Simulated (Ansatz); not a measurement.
# AlBFGaH₇NSi: a ladder of functionals and wavefunction methods

How much do the methods differ for AlBFGaH₇NSi? The plan is to run it at one geometry with functionals of several rungs and with coupled cluster. The yardstick is the atomisation energy at the CCSD(T) limit.

Computed with Ansatz 0.2.0, Gaussian basis. Level: functionals in def2-TZVPP, the program's frozen cores in correlated methods.

The runs, in order: LDA (SPW92), PBE-D4, revPBE-D4, BLYP-D4, r2SCAN-D4, B97M-V, PBE0-D4, B3LYP-D4, r2SCANh-D4, r2SCAN0-D4, HSE06-D4, BHLYP-D4, CAM-B3LYP-D4, LC-ωPBE, ωB97X-V, ωB97M-V, B2PLYP, PBE-QIDH; CCSD(T)/def2-SVP; CCSD(T)/def2-TZVPP; MP2/def2-QZVPP; extrapolation to the limit; RPA on PBE.

## Step 1: Structure used throughout

All runs share one geometry, relaxed beforehand with PBE0-D4 in a triple-zeta def2 set.

SMILES `B[N]([SiH3])[Al]([F])[GaH2]`, 13 atoms, charge 0, spin multiplicity 1.

Atoms are counted from 1 here; the program's logs count them from 0.

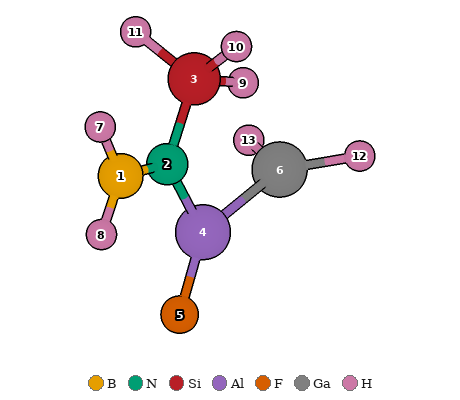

The geometry (boron amber, nitrogen teal, silicon red, aluminium purple, fluorine orange, gallium grey, hydrogen pink); atoms are numbered from 1 in the order of the file.

## Step 2: LDA

This LDA is Slater exchange with PW92 correlation.

Input file in.yaml:

```yaml
crystal:
  periodic: [false, false, false]
  atoms:
    - {symbol: B, position_ang: [0.099265, -2.164904, -0.897597]}
    - {symbol: N, position_ang: [-0.019515, -0.846266, -0.395838]}
    - {symbol: Si, position_ang: [1.141154, -0.274981, 0.758212]}
    - {symbol: Al, position_ang: [-1.316072, 0.353165, -0.858109]}
    - {symbol: F, position_ang: [-2.454570, -0.121153, -1.951305]}
    - {symbol: Ga, position_ang: [-0.832350, 2.415481, 0.443812]}
    - {symbol: H, position_ang: [0.998076, -2.874113, -0.521950]}
    - {symbol: H, position_ang: [-0.693478, -2.577034, -1.696042]}
    - {symbol: H, position_ang: [0.756774, 1.155886, 1.112430]}
    - {symbol: H, position_ang: [2.518400, -0.195169, 0.217431]}
    - {symbol: H, position_ang: [1.116562, -1.022976, 2.037032]}
    - {symbol: H, position_ang: [0.121983, 3.526580, -0.128460]}
    - {symbol: H, position_ang: [-1.436230, 2.625483, 1.880393]}
basis:
  gaussian: {orbitals: def2-TZVPP}
hamiltonian: {xc: lda}
output: {orbitals: {seedname: orbitals}}
```

The run is started by

```bash
> ansatz run in.yaml --threads 2 --pin off --events-out ev --progress --plain --max-ram 32768MiB --backend cuda --devices 0, --max-vram 18GiB
```

Further steps of the session: PBE-D4 (GGA); revPBE-D4 (GGA); BLYP-D4 (GGA); r2SCAN-D4 (meta-GGA); B97M-V (meta-GGA); PBE0-D4 (hybrid); B3LYP-D4 (hybrid); r2SCANh-D4 (hybrid); r2SCAN0-D4 (hybrid); HSE06-D4 (hybrid); BHLYP-D4 (hybrid); CAM-B3LYP-D4 (range-separated); LC-ωPBE (range-separated); ωB97X-V (range-separated); ωB97M-V (range-separated); B2PLYP (double hybrid); PBE-QIDH (double hybrid); CCSD(T) in def2-SVP; CCSD(T) in def2-TZVPP; MP2 in def2-QZVPP; RPA on PBE orbitals.

**Question.** What will the summary of the whole plan be? Wanted: atomisation energy, CCSD(T)/CBS; farthest beyond LDA; mean size of error, GGA; mean size of error, meta-GGA; mean size of error, hybrid; mean size of error, range-separated; mean size of error, double hybrid; gap, smallest and largest; T1 diagnostic.

As calculated:

| quantity | value |
| --- | --- |
| atomisation energy, CCSD(T)/CBS | 4220.5 kJ/mol |
| functionals within 42.2 kJ/mol (1.0 %) | PBE-D4, r2SCAN-D4, B97M-V, B3LYP-D4, r2SCANh-D4, CAM-B3LYP-D4, LC-ωPBE, ωB97X-V, ωB97M-V |
| farthest beyond LDA | revPBE-D4 (-100.3 kJ/mol) |
| mean size of error, GGA | 50.9 kJ/mol |
| mean size of error, meta-GGA | 14.2 kJ/mol |
| mean size of error, hybrid | 45.4 kJ/mol |
| mean size of error, range-separated | 16.2 kJ/mol |
| mean size of error, double hybrid | 54.2 kJ/mol |
| gap, smallest and largest | 3.60 eV (LDA (SPW92)), 10.19 eV (LC-ωPBE) |
| T1 diagnostic | 0.0139 |
| triples share of the correlation energy | 3.6 % |

What this shows: The LDA atomisation energy is off by 497.6 kJ/mol (12 %): it overbinds. PBE-D4 is off by -8.5 kJ/mol. Double hybrids carry the basis error of their MP2 part in triple zeta, and no dispersion term here, so their miss is partly the set-up's. The rungs meta-GGA, range-separated miss on average by less than the doubt on the reference (42.2 kJ/mol), so they tie. Misses under about 42.2 kJ/mol are within the doubt on the reference itself, which lacks core-valence correlation, relativity and higher excitations, and its outer-core shells are covered unevenly. Hartree-Fock recovers 75 % of the binding; the rest is correlation. CCSD(T) in def2-SVP is off by -270.9 kJ/mol, more than most functionals: a good method in a small basis is no reference. Orbital gaps span 3.6 to 10.2 eV; exact exchange widens them. Correlated methods include outer-core shells of Ga, which these sets cover unevenly.
